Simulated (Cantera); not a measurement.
A closed system holds: 1 mol borazine, 4.7 mol H2O, 22 mol H2, held at 0.0133 bar.

Cantera equilibrium calculation (NASA polynomials, part measured and part estimated; ideal gas, pure solids and liquids). Candidate condensed phases: B, BN, B2O3, B3O3H3, H2O; 39 gas species. The feed counts by its element totals alone. The numbers say what is thermodynamically allowed, not how fast it happens.

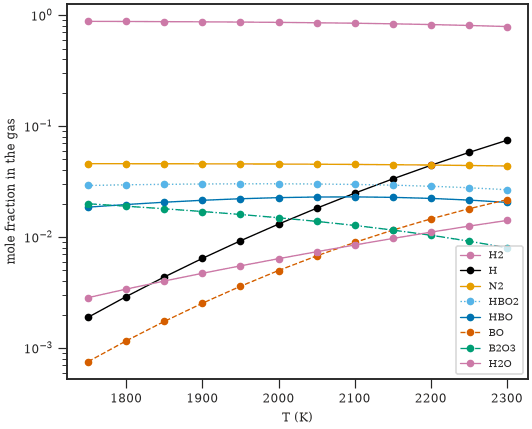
*Equilibrium gas composition (values under 1e-9 drawn at 1e-9)*

Problem. Read off the mole fractions at 1750 K.

Solution. H2 about 0.88, N2 about 0.046, HBO2 about 0.029, B2O3 about 0.020, HBO about 0.019, H2O about 0.0028, H about 0.0019, BO about 0.00075.
